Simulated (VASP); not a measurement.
# A VASP study of NbAs2 (optB86b-vdW): structure first, properties next

Aim: relax NbAs2 with optB86b-vdW, compute its properties on that cell and hold them against experiment. The steps: relaxing cell and atoms (optB86b-vdW), single point with fields (optB86b-vdW), bands along the symmetry lines (optB86b-vdW), density of states (optB86b-vdW), zone-centre phonons (optB86b-vdW), bands along the symmetry lines (optB86b-vdW + SOC) and band structure (optB86b-vdW), changed input. The start is a cell from a database of measured crystal structures.

Main program and level: VASP 6.6.1; optB86b-vdW; plane waves and PAW (Nb_sv, As), in the first sound run; inputs show where later runs differ.

**What experiment says.**

For NbAs2, monoclinic C12/m1 (crystals grown by iodine vapour transport, ground to powder), “Negative Magnetoresistance in Topological Semimetals of Transition-Metal Dipnictides with Nontrivial Z2 Indices” (2016, arxiv:1603.04056) gives, by powder XRD, Rietveld refinement: lattice constant a (a of the conventional monoclinic cell) 9.3556 Å [measurement temperature not stated; uncertainty printed as (0)]; lattice constant c (c of the conventional monoclinic cell) 7.7967 ± 0.0002 Å [measurement temperature not stated].

The database entry behind the starting cell differs from later determinations by our own check (b about 0.4 % long), so it need not match the best structure at ambient conditions.

## (1) Starting point

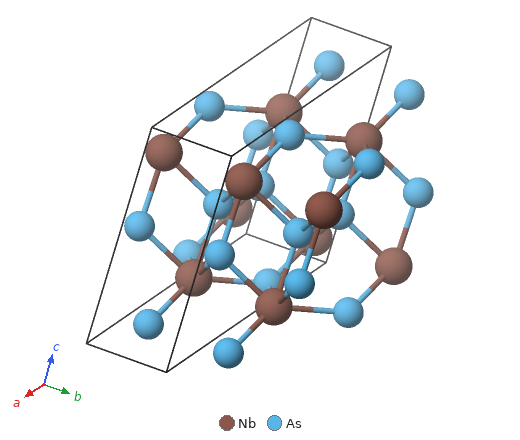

Start, viewed from a free direction; niobium brown, arsenic blue. 1×2×1 cells are drawn. This picture shows the conventional cell, with its axes. Some periodic images of atoms are drawn too.

As a file:

```xyz
6
Lattice="0.0000 -3.3960 0.0000 -4.6840 1.6980 0.0000 -0.8531 1.6980 -6.7933" Properties=species:S:1:pos:R:3 pbc="T T T"
Nb   -4.8153    0.0000   -5.4584
Nb   -0.7217    0.0000   -1.3349
As   -2.1499    0.0000   -6.0569
As   -3.3872    0.0000   -0.7364
As   -3.9728    1.6980   -3.5868
As   -1.5643   -1.6980   -3.2064
```

## (2) Relaxing cell and atoms (optB86b-vdW)

The start need not lie at this functional's minimum. ISIF = 3 frees volume, shape and positions, and EDIFFG sets the threshold on forces and stress at which the search stops. optB86b-vdW pairs nonlocal correlation with a less repulsive exchange of B86b form. LUSE_VDW switches on a nonlocal correlation term for dispersion.

Contents of INCAR:

```
SYSTEM = NbAs2
PREC = Accurate
ENCUT = 400
EDIFF = 1E-06
NELM = 100
ISMEAR = 0
SIGMA = 0.05
LREAL = .FALSE.
ALGO = Normal
GGA = MK
AGGAC = 0
LUSE_VDW = .TRUE.
PARAM1 = 0.1234
PARAM2 = 1
LASPH = .TRUE.
NBANDS = 29
LORBIT = 11
LWAVE = .FALSE.
LCHARG = .FALSE.
KPAR = 4
IBRION = 2
NSW = 60
ISIF = 3
EDIFFG = -0.01
```

Contents of POSCAR:

```
NbAs2
1.0
    0.0000000000     -3.3960000000      0.0000000000
   -4.6840000000      1.6980000000      0.0000000000
   -0.8530700972      1.6980000000     -6.7932596800
Nb As
2 4
Direct
    0.8426000000      0.8817000000      0.8035000000
    0.1574000000      0.1183000000      0.1965000000
    0.5941000000      0.2966000000      0.8916000000
    0.4059000000      0.7034000000      0.1084000000
    0.1400000000      0.7520000000      0.5280000000
    0.8600000000      0.2480000000      0.4720000000
```

Contents of KPOINTS:

```
Automatic mesh
0
Gamma
7 7 7
0 0 0
```

The projector-augmented-wave data sets are Nb_sv and As (PBE family, release 64).

On the command line:

```bash
$ mpirun -np 4 vasp_std
```

Output:

```text
[banner, memory and clock lines left out]
running    4 mpi-ranks, on    1 nodes
 distrk:  each k-point on    1 cores,    4 groups
 distr:  one band on    1 cores,    1 groups

 POSCAR found type information on POSCAR NbAs
 POSCAR found :  2 types and       6 ions
|                                                                             |
|               ----> ADVICE to this user running VASP <----                  |
|                                                                             |
|     You have switched on vdW-DFT.                                           |
|     This routine was written and supplied by Jiri Klimes. We recommend      |
|     that you carefully read and cite the following publications:            |
|       J. Klimes, D.R. Bowler, A. Michelides                                 |
|          J. Phys.: Cond Matt. 22 022201 (2010)                              |
|       J. Klimes, D.R. Bowler, A. Michelides                                 |
|          Phys. Rev. B. 83, 195131 (2011)                                    |
|     and references therein.                                                 |
|                                                                             |

|                                                                             |
|               ----> ADVICE to this user running VASP <----                  |
|                                                                             |
|     You enforced a specific xc type in the INCAR file but a different       |
|     [... a line on the potential file left out ...]
|     I HOPE YOU KNOW WHAT YOU ARE DOING!                                     |
|                                                                             |

 LDA part: xc-table for (Slater+PW92), standard interpolation
 POSCAR, INCAR and KPOINTS ok, starting setup
 FFT: planning ... GRIDC
 FFT: planning ... GRID_SOFT
 FFT: planning ... GRID
 WAVECAR not read
 entering main loop
       N       E                     dE             d eps       ncg     rms          rms(c)
DAV:   1     0.346927293454E+03    0.34693E+03   -0.20325E+04  5880   0.123E+03
DAV:   2    -0.338462001865E+01   -0.35031E+03   -0.34011E+03  7590   0.420E+02
DAV:   3    -0.306863640282E+02   -0.27302E+02   -0.26777E+02  9403   0.900E+01
DAV:   4    -0.330945608545E+02   -0.24082E+01   -0.23972E+01  9416   0.243E+01
DAV:   5    -0.331583576788E+02   -0.63797E-01   -0.63666E-01  9015   0.369E+00    0.116E+01
DAV:   6    -0.316529578869E+02    0.15054E+01   -0.12540E+01  8768   0.183E+01    0.404E+00
DAV:   7    -0.314278874465E+02    0.22507E+00   -0.18751E+00  9167   0.712E+00    0.289E+00
DAV:   8    -0.314025179985E+02    0.25369E-01   -0.18472E-01  8024   0.286E+00    0.732E-01
DAV:   9    -0.314045256401E+02   -0.20076E-02   -0.32778E-02 10233   0.957E-01    0.383E-01
DAV:  10    -0.314045437560E+02   -0.18116E-04   -0.57297E-03  8880   0.519E-01    0.717E-02
DAV:  11    -0.314045278603E+02    0.15896E-04   -0.41952E-04  9015   0.140E-01    0.301E-02
DAV:  12    -0.314045324603E+02   -0.46000E-05   -0.41919E-05  7227   0.437E-02    0.675E-03
DAV:  13    -0.314045322818E+02    0.17856E-06   -0.76258E-06  7863   0.131E-02
   1 F= -.31404532E+02 E0= -.31404248E+02  d E =-.314045E+02
 curvature:   0.00 expect dE= 0.000E+00 dE for cont linesearch  0.000E+00
 trial: gam= 0.00000 g(F)=  0.338E-02 g(S)=  0.236E-01 ort = 0.000E+00 (trialstep = 0.100E+01)
 search vector abs. value=  0.270E-01
 bond charge predicted
       N       E                     dE             d eps       ncg     rms          rms(c)
DAV:   1    -0.315430342870E+02   -0.13850E+00   -0.47834E+00  7610   0.199E+01    0.256E+00
DAV:   2    -0.314352585196E+02    0.10778E+00   -0.82294E-01  9129   0.682E+00    0.104E+00
DAV:   3    -0.314091786263E+02    0.26080E-01   -0.75912E-02  7677   0.134E+00    0.565E-01
DAV:   4    -0.314028295953E+02    0.63490E-02   -0.47527E-02 10612   0.134E+00    0.319E-01
DAV:   5    -0.314035917111E+02   -0.76212E-03   -0.23567E-03  7260   0.314E-01    0.199E-01
DAV:   6    -0.314044364233E+02   -0.84471E-03   -0.20187E-03 10790   0.215E-01    0.184E-02
DAV:   7    -0.314044411811E+02   -0.47578E-05   -0.13612E-04  8533   0.777E-02    0.148E-02
DAV:   8    -0.314044413049E+02   -0.12377E-06   -0.14428E-05  9843   0.226E-02    0.698E-03
DAV:   9    -0.314044407145E+02    0.59036E-06   -0.57063E-07  4400   0.735E-03
   2 F= -.31404441E+02 E0= -.31404100E+02  d E =0.915673E-04
[...]
3 F= -.31411178E+02 E0= -.31410879E+02  d E =-.664581E-02
[...]
4 F= -.31411956E+02 E0= -.31411649E+02  d E =-.778010E-03
[...]
5 F= -.31411966E+02 E0= -.31411660E+02  d E =-.788003E-03
[...]
6 F= -.31412121E+02 E0= -.31411819E+02  d E =-.154906E-03
[...]
7 F= -.31412127E+02 E0= -.31411826E+02  d E =-.160869E-03
 curvature:  -0.68 expect dE=-0.195E-04 dE for cont linesearch -0.452E-08
 trial: gam= 0.05503 g(F)=  0.162E-04 g(S)=  0.124E-04 ort =-0.175E-05 (trialstep = 0.924E+00)
 search vector abs. value=  0.298E-04
 bond charge predicted
       N       E                     dE             d eps       ncg     rms          rms(c)
DAV:   1    -0.314121538982E+02   -0.26733E-04   -0.19426E-03  5910   0.322E-01    0.243E-02
DAV:   2    -0.314121486352E+02    0.52630E-05   -0.13144E-04  7166   0.832E-02    0.130E-02
DAV:   3    -0.314121438866E+02    0.47486E-05   -0.14930E-05  8774   0.273E-02    0.340E-03
DAV:   4    -0.314121437067E+02    0.17992E-06   -0.13431E-06  4468   0.795E-03
   8 F= -.31412144E+02 E0= -.31411843E+02  d E =-.167416E-04
 trial-energy change:   -0.000017  1 .order   -0.000017   -0.000026   -0.000008
 step:   1.3357(harm=  1.3357)  dis= 0.00069  next Energy=   -31.412146 (dE=-0.190E-04)
 reached required accuracy - stopping structural energy minimisation
```

Elapsed: 4 min, on 4 MPI ranks of AMD EPYC 9R45, shared host; peak memory 2.1 GiB; 16 min of CPU time.

The logs omit lines about the potential files and the build; timing stands in the text.

From OUTCAR (step 2):

```text
ion  position               nearest neighbor table
   1  0.843  0.882  0.803-   5 2.66   5 2.66   6 2.67   3 2.70   3 2.70   3 2.73   4 2.74   4 2.74
                             2 3.04
   2  0.157  0.118  0.197-   6 2.66   6 2.66   5 2.67   4 2.70   4 2.70   4 2.73   3 2.74   3 2.74
                             1 3.04
   3  0.594  0.297  0.892-   1 2.70   1 2.70   1 2.73   2 2.74   2 2.74
   4  0.406  0.703  0.108-   2 2.70   2 2.70   2 2.73   1 2.74   1 2.74
   5  0.140  0.752  0.528-   6 2.44   1 2.66   1 2.66   2 2.67   6 2.86   6 2.86
   6  0.860  0.248  0.472-   5 2.44   2 2.66   2 2.66   1 2.67   5 2.86   5 2.86

  LATTYP: Found a base centered monoclinic cell.
 ALAT       =     9.3680000000
 B/A-ratio  =     0.3625106746
 C/A-ratio  =     0.8325149445
 COS(beta)  =    -0.4912078347

 Subroutine GETGRP returns: Found  4 space group operations
 (whereof  4 operations were pure point group operations)

The static configuration has the point symmetry C_2h.

 Found    100 irreducible k-points:

   k-points           NKPTS =    100   k-points in BZ     NKDIM =    100   number of bands    NBANDS=     29

   dimension x,y,z NGX =    24 NGY =   32 NGZ =   48
   dimension x,y,z NGXF=    48 NGYF=   64 NGZF=   96

   ENCUT  =  400.0 eV  29.40 Ry    5.42 a.u.   5.54  8.12 11.50*2*pi/ulx,y,z

   NELECT =      46.0000    total number of electrons

 k-points in reciprocal lattice and weights: Automatic mesh
   0.00000000  0.00000000  0.00000000       0.003
   0.14285714 -0.00000000  0.00000000       0.012
   0.28571429  0.00000000 -0.00000000       0.012
   0.42857143  0.00000000  0.00000000       0.012
   0.00000000  0.14285714 -0.00000000       0.006
   0.14285714  0.14285714  0.00000000       0.012
   0.28571429  0.14285714 -0.00000000       0.012
   0.42857143  0.14285714  0.00000000       0.012
  -0.42857143  0.14285714 -0.00000000       0.012
[...]
0.00000000 -0.28571429  0.42857143       0.006
   0.00000000 -0.14285714  0.42857143       0.006

 average (electrostatic) potential at core
       1 -80.6601       2 -80.6601       3 -46.3148       4 -46.3148       5 -46.5571
       6 -46.5571

 E-fermi :   8.0126

 k-point     1 :       0.0000    0.0000    0.0000
  band No.  band energies     occupation
    ...
     19       6.3443      2.00000
     20       6.3522      2.00000
     21       6.9746      2.00000
     22       7.2278      2.00000
     23       7.8560      1.99999
     24       8.8747      0.00000
     25       9.2787      0.00000
     26      10.0402      0.00000
     27      10.8779      0.00000
     28      10.9319      0.00000
    ...

 k-point     2 :       0.1429   -0.0000    0.0000
  band No.  band energies     occupation
    ...
     19       6.0935      2.00000
     20       6.3039      2.00000
     21       6.6395      2.00000
     22       6.8276      2.00000
     23       7.7346      2.00000
     24       9.1449      0.00000
     25       9.2841      0.00000
     26       9.8429      0.00000
     27      10.3097      0.00000
     28      10.9456      0.00000
    ...

 k-point     3 :       0.2857    0.0000   -0.0000
  band No.  band energies     occupation
    ...
     19       5.8111      2.00000
     20       5.9983      2.00000
     21       6.4048      2.00000
     22       6.4838      2.00000
     23       7.1829      2.00000
     24       9.0740      0.00000
     25       9.4419      0.00000
     26      10.0282      0.00000
     27      10.3580      0.00000
     28      10.7231      0.00000
    ...

Total vdW correction in eV:      5.8307452

  Total        0.0071208     -0.0016948     -0.0134540      0.0000000      0.0000000     -0.0016851
  in kB        0.1046933     -0.0249179     -0.1978069      0.0000000      0.0000000     -0.0247756
  external PRESSURE =      -0.0393438 kB  Pullay stress =       0.0000000 kB

  energy-cutoff  :      400.00
  volume of cell :      108.97
      direct lattice vectors                 reciprocal lattice vectors
     0.000000000 -3.395426990  0.000000000    -0.106128182 -0.294513769 -0.060035281
    -4.711377230  1.697713495  0.000164894    -0.212251226  0.000000000  0.026727880
    -0.857809676  1.697713495 -6.812031430    -0.000005138  0.000000000 -0.146798441

 POSITION                                       TOTAL-FORCE (eV/Angst)
 -----------------------------------------------------------------------------------
     -4.84364      0.00000     -5.47973        -0.001616      0.000000     -0.001766
     -0.72554     -0.00000     -1.33213         0.001616     -0.000000      0.001766
     -2.16324      0.00000     -6.07128        -0.001633     -0.000000      0.005629
     -3.40594      0.00000     -0.74059         0.001633      0.000000     -0.005629
     -4.00510      1.69771     -3.60048         0.003220     -0.000000     -0.003579
     -1.56408     -1.69771     -3.21139        -0.003220      0.000000      0.003579
 -----------------------------------------------------------------------------------
    total drift:                                0.000000     -0.000000      0.000000

  FREE ENERGIE OF THE ION-ELECTRON SYSTEM (eV)
  ---------------------------------------------------
  free  energy   TOTEN  =       -31.4121437067 eV

  energy  without entropy=      -31.4115417606  energy(sigma->0) =      -31.41184273

Total vdW correction in eV:      5.8307434

 reached required accuracy - stopping structural energy minimisation

 total charge
# of ion       s       p       d       tot
------------------------------------------
    1        2.156   6.017   2.484  10.656
    2        2.156   6.017   2.484  10.656
    3        1.231   1.521   0.055   2.807
    4        1.231   1.521   0.055   2.807
    5        1.242   1.492   0.061   2.795
    6        1.242   1.492   0.061   2.795
--------------------------------------------------
tot          9.257  18.059   5.199  32.515

[... 3 further parts left out ...]
```

The PAW data sets were made with PBE, which is usual practice but a small mismatch for other functionals. The run keeps the 4 symmetry operations of its start, so it cannot find a distortion of lower symmetry.

Step by step:

```csv
step,energy less that of the first step (eV),largest force (eV/Å),pressure (GPa),volume (Å³)
1,0.0000,0.1553,1.23,108.06
2,0.0001,0.0567,-1.63,110.23
3,-0.0066,0.0910,-0.23,109.13
4,-0.0074,0.0270,0.08,108.91
5,-0.0074,0.0239,0.05,108.93
6,-0.0076,0.0130,0.01,108.97
7,-0.0076,0.0104,0.00,108.98
8,-0.0076,0.0059,0.00,108.97
```

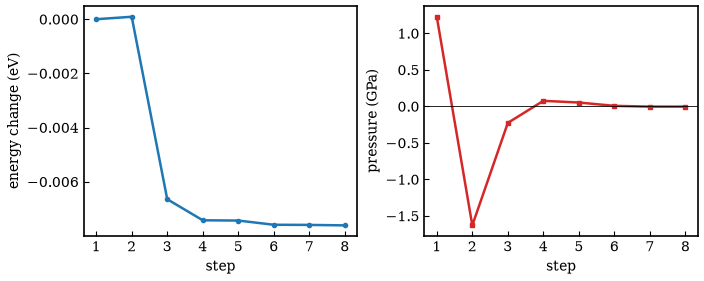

Energy and pressure along the relaxation.

```csv
cell as run,before,after,change
a (Å),3.396,3.395,-0.0 %
b (Å),4.982,5.008,+0.5 %
c (Å),7.054,7.073,+0.3 %
α (°),78.71,78.73,+0.0 %
β (°),103.93,103.89,-0.0 %
γ (°),109.93,109.82,-0.1 %
volume (Å³/atom),18.01,18.16,+0.8 %
```

The relaxed structure:

```
Nb As
1.0
     0.00000   -3.39543    0.00000
    -4.71138    1.69771    0.00016
    -0.85781    1.69771   -6.81203
Nb As
2 4
Direct
  0.84302 0.88161 0.80444
  0.15698 0.11839 0.19556
  0.59407 0.29688 0.89126
  0.40593 0.70312 0.10874
  0.14121 0.75386 0.52857
  0.85879 0.24614 0.47143
```

This step gave:

* electrons: 46
* bands: 29
* irreducible k-points: 100
* symmetry operations: 4
* free energy (TOTEN): -31.41 eV
* energy at zero smearing: -31.41 eV
* Fermi energy: 8.013 eV
* pressure: -0.003934 GPa
* metallic: yes
* SCF cycles over all ionic steps: 55

It ends with a largest force of 0.006 eV/Å and a pressure of 0.00 GPa. The volume lies +0.8 % from that of the database's start.

(Part 1 of 5 ends here.)

[Lines on the potential files, build, host, timing and source positions are cut from VASP's logs without a mark.]

[Logs are printed without paths, hosts, clocks, repeated set-up lines and the standing remarks that a program may print on its own settings, such as how far it seeks lower states.]

[Hosts, paths, dates, database ids (printed as entryN), source tags and the programs' standing remarks are cut or masked in the printed files.]

[A measured line is paired with the nearest computed mode of its activity, which favours agreement.]
